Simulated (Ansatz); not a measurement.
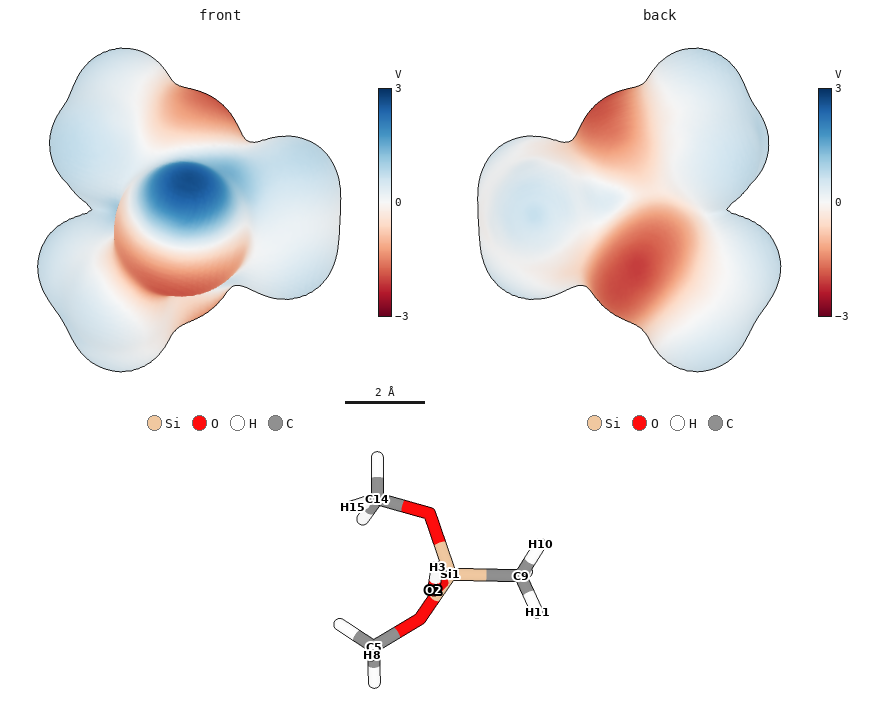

Figure 1: C3H10O3Si. The electrostatic potential painted on the density surface at 0.002 e/bohr³, seen from the front and from behind; the colour scale runs from red (negative) to blue (positive). The bare structure is drawn below in the same view.

The calculation used Ansatz 0.2.0, RKS B3LYP-D4/6-31G.

Input

```
crystal:
  periodic: [false, false, false]
  atoms:
    - { symbol: Si, position_ang: [0.0, 0.0, 0.0] }
    - { symbol: O, position_ang: [0.0, 0.0, 1.68] }
    - { symbol: H, position_ang: [-0.9095, -0.2814, 2.0171] }
    - { symbol: O, position_ang: [1.5842, 0.0, -0.5594] }
    - { symbol: C, position_ang: [2.3503, -1.1632, -0.836] }
    - { symbol: H, position_ang: [1.7187, -1.9052, -1.3675] }
    - { symbol: H, position_ang: [3.2179, -0.8926, -1.4733] }
    - { symbol: H, position_ang: [2.7141, -1.6023, 0.1163] }
    - { symbol: C, position_ang: [-0.8808, 1.5259, -0.6227] }
    - { symbol: H, position_ang: [-1.9334, 1.2723, -0.8671] }
    - { symbol: H, position_ang: [-0.8624, 2.3106, 0.1622] }
    - { symbol: H, position_ang: [-0.3704, 1.9025, -1.5336] }
    - { symbol: O, position_ang: [-0.7913, -1.3709, -0.5594] }
    - { symbol: C, position_ang: [-1.5365, -2.2685, 0.2501] }
    - { symbol: H, position_ang: [-1.2251, -2.1576, 1.3097] }
    - { symbol: H, position_ang: [-2.6187, -2.04, 0.1571] }
    - { symbol: H, position_ang: [-1.349, -3.3106, -0.083] }
basis:
  gaussian: { orbitals: "6-31G" }
hamiltonian:
  xc: b3lyp
  dispersion: d4
relax:
  f_tol: 0.02
  max_steps: 40
output:
  orbitals: {}
```

Launched as:

```sh
ansatz run input.yaml --threads 1 --pin off --max-ram 2048MiB --backend cpu --events-out ev --progress --plain --runs-dir out
```

The fields are those of the run's last geometry, not of the input's.

> Where is the surface potential most negative and most positive?

The most negative region (about −2.0 V, or −46 kcal/mol for a unit charge) lies over O4, the most positive (about +2.5 V, or +58 kcal/mol for a unit charge) over H3. O4 is the likeliest acceptor of a hydrogen bond.
